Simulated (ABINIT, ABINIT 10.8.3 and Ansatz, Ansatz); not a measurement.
## Excitons of MgO2 (R-3m): kernels and approximations

Aim: follow the lowest exciton of MgO2 (R-3m) as the mesh is refined.

Main program and level: ABINIT 10.8.3 and Ansatz 0.2.0; LDA and many-body steps on it, plane waves.

**1. The starting structure**

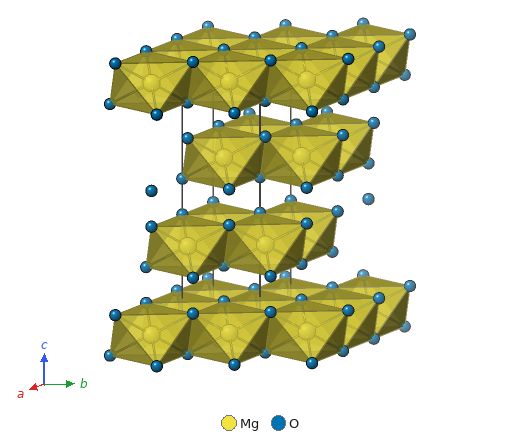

The starting structure, seen slightly off an axis (magnesium yellow, oxygen blue). 2×2×1 cells are drawn. This picture shows the conventional cell, with its axes. Bonds to atoms that aren't drawn are left out. Some periodic images of atoms are drawn too.

The cell and positions are those that the Materials Project relaxed with its own functionals (PBE, PBE+U or r2SCAN), kept fixed.

**2. Empty states on the mesh, 4×4×4 mesh, 43 bands**

This step: ABINIT 10.8.3; DFT, LDA, plane waves, norm-conserving pseudopotentials.

The sums over transitions need many empty states on a uniform mesh; this step solves for them.

run.abi

```
acell 3*1.0 Angstrom
rprim 
  1.604761016024 0.926509204586 3.493978874900
  -1.604761016024 0.926509204586 3.493978874900
  0.000000000000 -1.853018409173 3.493978874900
ntypat 2
znucl 12 8
natom 3
typat 1 2 2
xred 
  0.000000000000 0.000000000000 0.000000000000
  0.428786000000 0.428786000000 0.428786000000
  0.571214000000 0.571214000000 0.571214000000
pp_dirpath "pseudos"
pseudos "Mg.upf, O.upf"
ecut 38
ngkpt 4 4 4
nshiftk 1
shiftk 0 0 0
kptopt 1
chksymbreak 0
iscf -2
irdden 1
istwfk *1
nband 43
nbdbuf 4
tolwfr 1e-09
nstep 60
prtvol 0
indata_prefix "in"
outdata_prefix "out"
tmpdata_prefix "tmp"
```

The run is started by

```sh
$ OMP_NUM_THREADS=1 mpirun -n 4 abinit run.abi > log
```

Numbers of over 12 decimals in the logs are rounded to 6 here.

Output:

```text
.Version 10.8.3 of ABINIT. v10.8.2 released Aug 2026.

 Symmetries : space group R-3 m (#166); Bravais hR (rhombohedral)
[... echo of the input left out ...]
== DATASET  1 ==================================================================
-   mpi_nproc: 4, omp_nthreads: 1 (-1 if OMP is not activated)

--- !DatasetInfo
iteration_state: {dtset: 1, }
dimensions: {natom: 3, nkpt: 13, mband: 43, nsppol: 1, nspinor: 1, nspden: 1, mpw: 2370, }
cutoff_energies: {ecut:  38.0, pawecutdg:  -1.0, }
[...]
1.16703    1.32797    1.32797    1.34022    1.39726    1.39726    1.54300    1.63012
   1.73066    1.73066    1.77524    1.77524    1.81027    1.86467    1.86467    1.91219
   1.96125    1.96587    2.21902
 prteigrs : prtvol=0 or 1, do not print more k-points.

== END DATASET(S) ==============================================================
================================================================================

 -outvars: echo values of variables after computation  --------
            nband          43
             nkpt          13
          spgroup         166
 [... the other variables as echoed above ...]

 Calculation completed.
```

Run time: 13 s. Hardware: 4 MPI ranks of Intel Xeon Platinum 8223CL at 3.00GHz (Skylake/Cascade Lake), shared host; peak memory 0.32 GiB; 51 s of CPU time.

This step gave:

```yaml
gap: 2.137 eV
k_of_the_valence_top: 0.5, 0.5, 0.5
k_of_the_conduction_bottom: 0.5, 0.5, 0.5
least_direct_gap: 2.137 eV
k_points_computed: 13
lowest_point_of_the_top_converged_band_above_the_valence_top: 46.09 eV
```

On this mesh the gap is 2.137 eV.

The density comes from a self-consistent run that is not shown.

**3. Screening, 4×4×4 mesh, 39 bands, screening to 119.7 eV**

The RPA dielectric matrix is built and inverted for each q.

This step: RPA screening on LDA, plane waves, norm-conserving pseudopotentials.

run.abi: that of step 2 with these lines changed.

```diff
@@ -21,10 +21,11 @@
 chksymbreak 0
-iscf -2
-irdden 1
 istwfk *1
-nband 43
-nbdbuf 4
-tolwfr 1e-09
-nstep 60
-prtvol 0
+occopt 1
+irdwfk 1
+optdriver 3
+nband 39
+ecuteps 4.4
+inclvkb 2
+awtr 1
+symchi 1
 indata_prefix "in"
```

Output:

```text
.Version 10.8.3 of ABINIT. v10.8.2 released Aug 2026.

 Symmetries : space group R-3 m (#166); Bravais hR (rhombohedral)
[... echo of the input left out ...]
== DATASET  1 ==================================================================
-   mpi_nproc: 4, omp_nthreads: 1 (-1 if OMP is not activated)

--- !DatasetInfo
iteration_state: {dtset: 1, }
dimensions: {natom: 3, nkpt: 13, mband: 39, nsppol: 1, nspinor: 1, nspden: 1, mpw: 2370, }
cutoff_energies: {ecut:  38.0, pawecutdg:  -1.0, }
[...]
--------------------------------------------------------------------------------
[... chi0 elements left out ...]
 For q-point:  0.000010 0.000020 0.000030
  dielectric constant =   3.5317
  dielectric constant without local fields =   3.8634

  Average fulfillment of the sum rule on Im[epsilon] for q-point    1 :     31.75  [%]
[... wings left out ...]
  q-point number  2        q = ( 0.250000, 0.000000, 0.000000) [r.l.u.]
--------------------------------------------------------------------------------
[... chi0 elements left out ...]
  Average fulfillment of the sum rule on Im[epsilon] for q-point    2 :     47.21  [%]

 [... 11 further q-points ...]
```

Wall time 25 s (4 MPI ranks); peak memory 0.63 GiB; 98 s of CPU time.

This step gave:

* ε∞ with local fields, on this mesh, along the program's q direction: 3.532
* the same without local fields: 3.863
* plasma frequency: 31.20 eV
* plane waves in the screening matrix: 97

Local fields lower ε∞ by 9 %. On a Γ-centred mesh this coarse the value itself is usually too large, while a short band sum pulls it down.

**4. Self-energy, 4×4×4 mesh, 39 bands, screening to 119.7 eV**

The self-energy is evaluated for the states that the input lists, and the levels follow from it, in one-shot runs by the linearised quasiparticle equation.

This step: G0W0 on LDA, plane waves, norm-conserving pseudopotentials.

run.abi: that of step 3 with these lines changed.

```diff
@@ -24,8 +24,17 @@
 irdwfk 1
-optdriver 3
+optdriver 4
 nband 39
+gwcalctyp 0
+ecutsigx 38
+symsigma 1
+nkptgw 2
+kptgw 
+  0.5000000000 0.5000000000 0.5000000000
+  0.0000000000 0.0000000000 0.0000000000
+bdgw 
+  10 13
+  10 13
 ecuteps 4.4
-inclvkb 2
-awtr 1
-symchi 1
+irdscr 1
+ppmodel 1
 indata_prefix "in"
```

Output:

```text
.Version 10.8.3 of ABINIT. v10.8.2 released Aug 2026.

 Symmetries : space group R-3 m (#166); Bravais hR (rhombohedral)
[... echo of the input left out ...]
== DATASET  1 ==================================================================
-   mpi_nproc: 4, omp_nthreads: 1 (-1 if OMP is not activated)

--- !DatasetInfo
iteration_state: {dtset: 1, }
dimensions: {natom: 3, nkpt: 13, mband: 39, nsppol: 1, nspinor: 1, nspden: 1, mpw: 2370, }
cutoff_energies: {ecut:  38.0, pawecutdg:  -1.0, }
[...]
Band     E0 <VxcDFT>   SigX SigC(E0)      Z dSigC/dE  Sig(E)    E-E0       E
[...]
12   7.566 -11.433  -6.289  -3.408   0.854  -0.171  -9.950   1.483   9.048
       13   7.794 -20.079 -12.512  -4.073   0.787  -0.271 -17.330   2.749  10.543

== END DATASET(S) ==============================================================
================================================================================

 -outvars: echo values of variables after computation  --------
           etotal      0.0000000000E+00
            nband          39
             nkpt          13
          spgroup         166
 [... the other variables as echoed above ...]

 Calculation completed.
```

It took 4.8 s on 4 MPI ranks; peak memory 0.71 GiB.

Numbers from this step:

| Item | Value |
| --- | --- |
| G0W0 gap on the points computed | 5.047 eV |
| starting gap on the mesh | 2.137 eV |
| k of the valence top | 0.5, 0.5, 0.5 |
| k of the conduction bottom | 0.5, 0.5, 0.5 |
| least direct G0W0 gap on the computed points | 5.047 eV |

The gap on the mesh goes from 2.14 eV to 5.05 eV, a correction of +2.91 eV.

The gap opens by 2.910 eV; the next steps shift the empty bands rigidly by 2.910 eV.

**5. Excitons**

Optical absorption needs the electron-hole interaction, solved here in a basis of vertical transitions on the mesh.

This step: Bethe-Salpeter equation on LDA with a scissors shift, plane waves, norm-conserving pseudopotentials.

run.abi: that of step 4 with these lines changed.

```diff
@@ -24,17 +24,17 @@
 irdwfk 1
-optdriver 4
-nband 39
-gwcalctyp 0
-ecutsigx 38
-symsigma 1
-nkptgw 2
-kptgw 
-  0.5000000000 0.5000000000 0.5000000000
-  0.0000000000 0.0000000000 0.0000000000
-bdgw 
-  10 13
-  10 13
-ecuteps 4.4
+optdriver 99
+bs_calctype 1
+mbpt_sciss 2.910 eV
+bs_loband 7
+nband 13
+bs_exchange_term 1
+bs_coulomb_term 11
+bs_coupling 0
+bs_algorithm 1
+bs_freq_mesh 0 11 0.1 eV
+zcut 0.15 eV
+ecuteps 4
+ecutwfn 19
+inclvkb 2
 irdscr 1
-ppmodel 1
 indata_prefix "in"
```

Output:

```text
.Version 10.8.3 of ABINIT. v10.8.2 released Aug 2026.

 Symmetries : space group R-3 m (#166); Bravais hR (rhombohedral)
[... echo of the input left out ...]
== DATASET  1 ==================================================================
-   mpi_nproc: 4, omp_nthreads: 1 (-1 if OMP is not activated)

--- !DatasetInfo
iteration_state: {dtset: 1, }
dimensions: {natom: 3, nkpt: 13, mband: 13, nsppol: 1, nspinor: 1, nspden: 1, mpw: 844, }
cutoff_energies: {ecut:  19.0, pawecutdg:  -1.0, }
electrons: {nelect:   2.20000000E+01, charge:   0.00000000E+00, occopt:   1.00000000E+00, tsmear:   1.00000000E-02, }

 Exciton: Calculation of dielectric properties by solving the Bethe-Salpeter equation
 in frequency domain and reciprocal space on a transitions basis set.
 Based on a program developed by L. Reining, V. Olevano, F. Sottile,
 S. Albrecht, and G. Onida. Incorporated in ABINIT by M. Giantomassi.

.Using double precision arithmetic ; gwpc =  8

[... cell and pseudopotentials left out ...]
--------------------------------------------------------------------------------

 ==== K-mesh for the wavefunctions ====
 Number of points in the irreducible wedge :    13
[... list of points left out ...]
 Together with 12 symmetry operations and time-reversal symmetry
 yields    64 points in the full Brillouin Zone.

 ==== Q-mesh for the screening function ====
 Number of points in the irreducible wedge :    13
[... list of points left out ...]
 Together with 12 symmetry operations and time-reversal symmetry
 yields    64 points in the full Brillouin Zone.

 vcoul_init : cutoff-mode = AUXILIARY_FUNCTION
 q-points for optical limit:   1
     1)      0.000010    0.000020    0.000030
 setmesh: FFT mesh size selected  =    24x   24x   24
          total number of points  =        13824

 ==== Fundamental parameters for the solution of the Bethe-Salpeter equation: ====
 Algorithm: Direct diagonalization.
 Dimension of the v, W matrices,  npweps  = 89
 Cutoff for the wavefunctions,    npwwfn  = 811
 Number of k-points in the IBZ,   nkibz   = 13
 Highest empty band included,     nband   = 13
 === Spin UP ===
 Number of resonant transitions          640
 Lowest occupied state                   7
 Highest occupied state                  11
 Lowest unoccupied state                 12
 Highest unoccupied state                13
 Minimum frequency [eV]           Emin    =   0.00
 Maximum frequency [eV]           Emax    =  11.00
 Frequency step [eV]              dE      =   0.10
 Lorentzian broadening [eV]       eta     =   0.15
 RPA L0 with KS energies and KS wavefunctions
 Scissors operator energy [eV] =          2.91
 Local fields effects (v term) included
 Excitonic effects (W term) included
 Full W_GG' included
 W is read from an external SCR file
 Resonant-only calculation (Hermitian case)

 Calculating epsilon_Macro(q-->0,w), along the following directions:
 q = (  0.808042  0.000000  0.000000) [r.l.u.]
 q = (  0.000000  0.808042  0.000000) [r.l.u.]
 q = (  0.000000  0.000000  0.808042) [r.l.u.]
 q = (  0.482647 -0.482647  0.000000) [r.l.u.]
 q = (  0.278656  0.278656 -0.557312) [r.l.u.]
 q = (  1.050846  1.050846  1.050846) [r.l.u.]
 Number of electrons calculated from density =   21.9421; Expected =   22.0000
 average of density, n =  0.104316
 r_s =    1.3178
 omega_plasma =   31.1552 [eV]

. Writing resonant excitonic Hamiltonian on file out_BSR; file size=   0.00 [Gb].
 Direct diagonalization of the resonant excitonic Hamiltonian, Matrix size= 640
. Using LAPACK sequential version.
 Excitonic eigenvalues in eV up to n=   32
   3.96608   3.97111   4.56434   4.57229   4.97824   4.97891   4.98901   5.00378
   5.17148   5.17751   5.29862   5.30372   5.43716   5.44203   5.49036   5.66826
   5.67258   5.81365   5.83155   5.85849   5.86860   5.92029   5.93956   5.97321
   5.99542   6.02931   6.05159   6.05207   6.07587   6.08919   6.09803   6.10518

 First excitonic eigenvalue=    3.97 [eV]
 Last  excitonic eigenvalue=   17.93 [eV]

 GW  direct gap       5.05  0.00 [eV]
 EXC direct gap       3.97  0.00 [eV]
 EXC binding energy   1.08  0.00 [eV]

 Excitonic eigenvalues up to the GW energy gap [eV]
  1 (  3.97  0.00)
  2 (  3.97  0.00)
  3 (  4.56  0.00)
  4 (  4.57  0.00)
  5 (  4.98  0.00)
  6 (  4.98  0.00)
  7 (  4.99  0.00)
  8 (  5.00  0.00)

 Macroscopic dielectric function:
 omega [eV] <KS_RPA_nlf>  <GW_RPA_nlf>  <BSE>
   0.0000   2.6040   0.0000   2.0540   0.0000   2.2279   0.0000
   0.1000   2.6049   0.0027   2.0541   0.0004   2.2282   0.0008
   0.2000   2.6076   0.0055   2.0546   0.0009   2.2289   0.0016
   0.3000   2.6122   0.0084   2.0553   0.0013   2.2302   0.0024
   0.4000   2.6187   0.0114   2.0563   0.0017   2.2321   0.0031
   0.5000   2.6272   0.0147   2.0576   0.0022   2.2344   0.0040
   0.6000   2.6380   0.0182   2.0592   0.0026   2.2373   0.0048
   0.7000   2.6512   0.0221   2.0611   0.0031   2.2408   0.0056
   0.8000   2.6671   0.0265   2.0633   0.0035   2.2448   0.0065
   0.9000   2.6860   0.0316   2.0658   0.0040   2.2495   0.0074

 Writing KS-RPA macroscopic dielectric function without local fields to file: out_RPA_NLF_MDF
 Writing GW-RPA macroscopic dielectric function without local fields to file: out_GW_NLF_MDF
 Writing EXC Macroscopic dielectric function to file: out_EXC_MDF

== END DATASET(S) ==============================================================
================================================================================

 -outvars: echo values of variables after computation  --------
           etotal      0.0000000000E+00
            nband          13
             nkpt          13
          spgroup         166
 [... the other variables as echoed above ...]

 Calculation completed.
```

Wall time 21 s (4 MPI ranks); peak memory 0.39 GiB.

This step gave:

```
direct gap of the transition levels                            : 5.047 eV
transitions in the window                                      : 640
first strong exciton (over a fiftieth of the strongest listed) : 3.966 eV
lowest state                                                   : 3.966 eV
binding of the lowest state below the direct gap               : 1.081 eV
Coulomb term of one mesh cell                                  : 0.9198 eV
```

The binding is 1.2 times the screened Coulomb term of one mesh cell (0.92 eV), so it is not shown settled.

The lowest state lies at 3.966 eV, 1.081 eV under the direct gap.

Lines within 3 meV are set at the lowest of them, and the highest group, which the list may cut short, is left out; lines within 3 meV are set at the lowest of them, and the highest group, which the list may cut short, is left out. Exciton lines, with heights relative to the strongest:

| position (eV) | lines merged | oscillator strength, relative |
| --- | --- | --- |
| 3.966 | 1 | 100 |
| 3.971 | 1 | 100 |
| 4.564 | 1 | 0.2 |
| 4.572 | 1 | 0.1 |
| 4.978 | 2 | 36 |
| 4.989 | 1 | 0.2 |
| 5.004 | 1 | 0.0 |
| 5.171 | 1 | 25 |
| 5.178 | 1 | 24 |
| 5.299 | 1 | 0.2 |
| 5.304 | 1 | 0.4 |
| 5.437 | 1 | 0.5 |
| 5.442 | 1 | 0.3 |

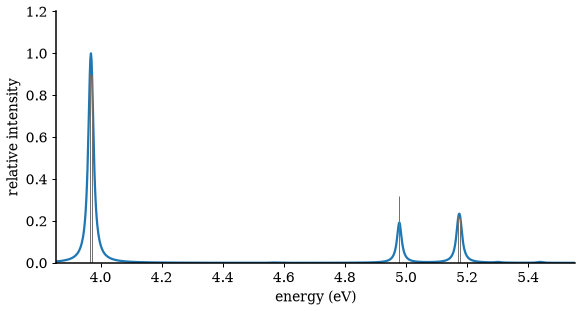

The exciton spectrum, broadened with Lorentzians of width 0.018 eV; bars mark the lines.

The ε₂ has structure finer than the step of the table below, so its rows give means over 0.5 eV, whole bins alone (the curve runs from 0 to 10.9 eV). Peaks (eV: height): BSE 4.00: 1.53, 6.00: 5.46, 7.10: 3.16, 8.60: 1.78, 9.70: 2.29, 10.60: 1.96; no electron-hole interaction 5.00: 1.17, 5.90: 1.18, 7.00: 2.82, 8.40: 4.40, 10.70: 1.95; Kohn-Sham, no shift 2.10: 1.20, 4.10: 2.79, 5.50: 4.38, 8.50: 3.25, 9.20: 3.16, 10.10: 3.21, 10.70: 4.53.

Mean over the three Cartesian directions of q; broadening 0.15 eV; transition window only. Limits: finite bands, cutoff and mesh; coarse k mesh; exciton not shown settled in the k mesh. Table of ε₂ by photon energy; means over each step:

| photon energy (eV) | BSE | no electron-hole interaction | Kohn-Sham, no shift |
| --- | --- | --- | --- |
| 0.5 | 0.00441 | 0.00246 | 0.0150 |
| 1.0 | 0.00927 | 0.00508 | 0.0379 |
| 1.5 | 0.0153 | 0.00801 | 0.108 |
| 2.0 | 0.0236 | 0.0116 | 0.705 |
| 2.5 | 0.0375 | 0.0162 | 0.471 |
| 3.0 | 0.0692 | 0.0228 | 0.841 |
| 3.5 | 0.239 | 0.0336 | 0.713 |
| 4.0 | 0.991 | 0.0567 | 2.06 |
| 4.5 | 0.300 | 0.153 | 1.74 |
| 5.0 | 0.599 | 0.797 | 1.36 |
| 5.5 | 1.11 | 0.472 | 2.97 |
| 6.0 | 3.80 | 0.841 | 0.690 |
| 6.5 | 2.18 | 0.786 | 0.751 |
| 7.0 | 2.49 | 2.30 | 1.03 |
| 7.5 | 1.79 | 1.47 | 1.42 |
| 8.0 | 0.562 | 1.66 | 1.93 |
| 8.5 | 1.30 | 2.73 | 2.59 |
| 9.0 | 1.51 | 0.572 | 2.62 |
| 9.5 | 1.88 | 0.800 | 2.41 |
| 10.0 | 1.58 | 1.09 | 2.78 |
| 10.5 | 1.60 | 1.57 | 3.12 |

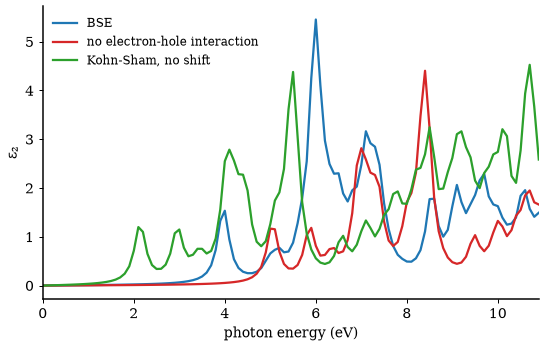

ε₂ against photon energy.

**6. Triplet (no exchange term)**

run.abi: that of step 5 with these lines changed.

```diff
@@ -27,5 +27,5 @@
 mbpt_sciss 2.910 eV
-bs_loband 7
+bs_loband 10
 nband 13
-bs_exchange_term 1
+bs_exchange_term 0
 bs_coulomb_term 11
@@ -33,3 +33,3 @@
 bs_algorithm 1
-bs_freq_mesh 0 11 0.1 eV
+bs_freq_mesh 0 9 0.05 eV
 zcut 0.15 eV
```

Output:

```text
.Version 10.8.3 of ABINIT. v10.8.2 released Aug 2026.

 Symmetries : space group R-3 m (#166); Bravais hR (rhombohedral)
[... echo of the input left out ...]
== DATASET  1 ==================================================================
-   mpi_nproc: 4, omp_nthreads: 1 (-1 if OMP is not activated)

--- !DatasetInfo
iteration_state: {dtset: 1, }
dimensions: {natom: 3, nkpt: 13, mband: 13, nsppol: 1, nspinor: 1, nspden: 1, mpw: 844, }
cutoff_energies: {ecut:  19.0, pawecutdg:  -1.0, }
electrons: {nelect:   2.20000000E+01, charge:   0.00000000E+00, occopt:   1.00000000E+00, tsmear:   1.00000000E-02, }

 Exciton: Calculation of dielectric properties by solving the Bethe-Salpeter equation
 in frequency domain and reciprocal space on a transitions basis set.
 Based on a program developed by L. Reining, V. Olevano, F. Sottile,
 S. Albrecht, and G. Onida. Incorporated in ABINIT by M. Giantomassi.

.Using double precision arithmetic ; gwpc =  8

[... cell and pseudopotentials left out ...]
--------------------------------------------------------------------------------

 ==== K-mesh for the wavefunctions ====
 Number of points in the irreducible wedge :    13
[... list of points left out ...]
 Together with 12 symmetry operations and time-reversal symmetry
 yields    64 points in the full Brillouin Zone.

 ==== Q-mesh for the screening function ====
 Number of points in the irreducible wedge :    13
[... list of points left out ...]
 Together with 12 symmetry operations and time-reversal symmetry
 yields    64 points in the full Brillouin Zone.

 vcoul_init : cutoff-mode = AUXILIARY_FUNCTION
 q-points for optical limit:   1
     1)      0.000010    0.000020    0.000030
 setmesh: FFT mesh size selected  =    24x   24x   24
          total number of points  =        13824

[...]
average of density, n =  0.104316
 r_s =    1.3178
 omega_plasma =   31.1552 [eV]

. Writing resonant excitonic Hamiltonian on file out_BSR; file size=   0.00 [Gb].
 Direct diagonalization of the resonant excitonic Hamiltonian, Matrix size= 256
. Using LAPACK sequential version.
 Excitonic eigenvalues in eV up to n=   32
   3.53770   3.54790   4.39170   4.39538   4.97270   4.97381   4.98953   5.00398
   5.14070   5.14436   5.29048   5.29549   5.43376   5.43793   5.49083   5.64019
   5.64197   5.81698   5.83173   5.85890   5.86908   5.91547   5.92780   5.96748
   5.98452   6.02254   6.04100   6.04875   6.07336   6.08945   6.09690   6.10479

 First excitonic eigenvalue=    3.54 [eV]
 Last  excitonic eigenvalue=   13.27 [eV]

 GW  direct gap       5.05  0.00 [eV]
 EXC direct gap       3.54  0.00 [eV]
 EXC binding energy   1.51  0.00 [eV]

 Excitonic eigenvalues up to the GW energy gap [eV]
  1 (  3.54  0.00)
  2 (  3.55  0.00)
  3 (  4.39  0.00)
[...]
7 (  4.99  0.00)
  8 (  5.00  0.00)

 Macroscopic dielectric function:
 omega [eV] <KS_RPA_nlf>  <GW_RPA_nlf>  <BSE>
   0.0000   1.8283   0.0000   1.4596   0.0000   1.5574   0.0000
   0.0500   1.8285   0.0012   1.4596   0.0002   1.5574   0.0003
   0.1000   1.8292   0.0025   1.4597   0.0003   1.5576   0.0006
[...]
0.4000   1.8416   0.0103   1.4613   0.0013   1.5607   0.0025
   0.4500   1.8452   0.0118   1.4617   0.0014   1.5616   0.0028

 Writing KS-RPA macroscopic dielectric function without local fields to file: out_RPA_NLF_MDF
 Writing GW-RPA macroscopic dielectric function without local fields to file: out_GW_NLF_MDF
 Writing EXC Macroscopic dielectric function to file: out_EXC_MDF

== END DATASET(S) ==============================================================
================================================================================

 -outvars: echo values of variables after computation  --------
           etotal      0.0000000000E+00
            nband          13
             nkpt          13
          spgroup         166
 [... the other variables as echoed above ...]

 Calculation completed.
```

Wall time 7 s (4 MPI ranks); peak memory 0.35 GiB; 27 s of CPU time.

The lowest triplet lies at 3.538 eV; without spin-orbit coupling triplets are dark, so no spectrum is read.

[end of part 1 of 3]

[Paths, hosts, dates, memory and timing lines, banners, echoed tables and standing remarks are left out of the program output.]

[Logs are printed without paths, hosts, clocks, repeated set-up lines and the standing remarks that a program may print on its own settings, such as how far it seeks lower states.]

[Runs of the session that timed out or met a known fault of the program may be left out.]

[Hosts, paths, dates, database ids (printed as entryN), source tags and the programs' standing remarks are cut or masked in the printed files.]

[G0W0 gaps are taken among the corrected bands and points alone; a level outside them can change the order at an edge.]

[Where Ansatz stands beside ABINIT at settings called matched, ABINIT's density can come from a denser mesh and the files from another edition; pairs whose starting gaps differed by over 0.03 eV were left out, so agreement reads better than it is.]
